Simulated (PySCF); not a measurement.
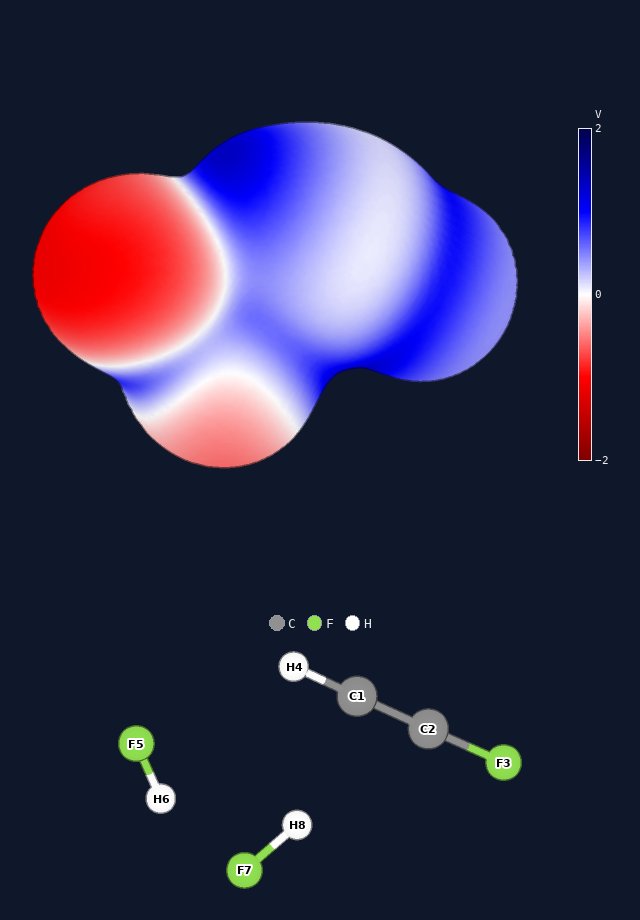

C$_{2}$HF···HF···HF (SMILES C#CF.F.F). The electrostatic potential painted on the density surface at 0.001 e/bohr³, seen at a tilt; the colour scale runs from red (negative) to blue (positive). The bare structure is drawn below in the same view.

Geometry: PBE0-D3(BJ)/def2-SVPD.

Method: wB97M-D3(BJ)/def2-TZVPD, SCF density, gas phase (PySCF 2.14.0).

Input

```
{"job": {"kind": "inter", "xc": "wB97M-D3(BJ)", "basis": "def2-TZVPD", "pairs": false}, "charge": 0, "multiplicity": 1, "parts": [{"atoms": "0-3", "charge": 0, "multiplicity": 1}, {"atoms": "4-5", "charge": 0, "multiplicity": 1}, {"atoms": "6-7", "charge": 0, "multiplicity": 1}]}
C      0.707386    -0.064100     0.015368
C      0.839104    -0.275076     1.195896
F      0.988114    -0.493445     2.434164
H      0.597735     0.123415    -1.039444
F     -1.430958     0.309268    -2.329298
H     -1.898009     0.150468    -1.536007
F     -2.134243    -0.166392     0.147736
H     -1.226578    -0.187732     0.403531
```

Launched as:

```sh
OMP_NUM_THREADS=1 python cluster_run.py task.json out
```

Where is the surface potential most negative and most positive?

Answer. The most negative region (about −1.1 V, or −25 kcal/mol for a unit charge) lies over F5, the most positive (about +1.5 V, or +35 kcal/mol for a unit charge) over C2 and H8.

What dipole moment does the calculation give?

Answer. Its dipole moment is 2.58 D.
